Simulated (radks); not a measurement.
# W³⁺ in [Xe] 4f14 5d3: an all-electron calculation

Aim: the levels, the sizes of the orbitals and the parts of the energy of the tungsten ion W3+.

Method: scalar-relativistic Kohn-Sham, exchange-only PBE, spin-polarised, spherical densities, finite nucleus; open shells are filled with parallel spins first. Code: radks (a radial shooting solver on a logarithmic mesh, Libxc functionals) version 1.

## 1. The atom as given

| Property | Result |
| --- | --- |
| element | tungsten (Z = 74) |
| charge | +3 |
| electrons | 71 |
| configuration | [Xe] 4f14 5d3 |
| nuclear rms radius | 5.3658 fm |

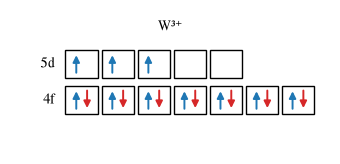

Occupation of the outer shells (arrows by Hund's rule).

## 2. Self-consistent calculation

The run's settings:

```text
Z 74
configuration [Xe] 4f14 5d3
relativity scalar-relativistic
functional pbe,
spin polarised
nucleus finite rms 5.3658 fm
c 137.035999084
```

Command:

```sh
> python run_ks.py task.json out
```

The same process makes all the runs of this session.

Q: Predict the outcome of this run.

**Answer**, as computed:

```
                        quantity                   value
                    total energy     -16133.9136 hartree
exchange-correlation share of it                  1.97 %
                            −T/E                  1.1017
          highest occupied level       5d up, -31.219 eV
    most extended occupied level  5d up, <r> = 1.77 bohr
 radius at density 0.001 e/bohr³               3.45 bohr
    maxima of the radial density                       4
         ionisation energy, NIST     38.2 (semi-emp.) eV
```

**Reading.** The radial density shows 4 maxima for 5 occupied principal shells; where shells overlap, one shows as a shoulder or not at all. −T/E is 1.102: with relativity the kinetic term as defined here no longer equals −E. The top level binds by 31.219 eV, 82 % of the NIST ionisation energy of 38.2 eV; the potential of a semilocal functional falls off too fast, so its top eigenvalue is too shallow. Open shells are spherical and high-spin; term and fine-structure splittings are not resolved. Spin-orbit splitting is averaged out at the scalar-relativistic level.
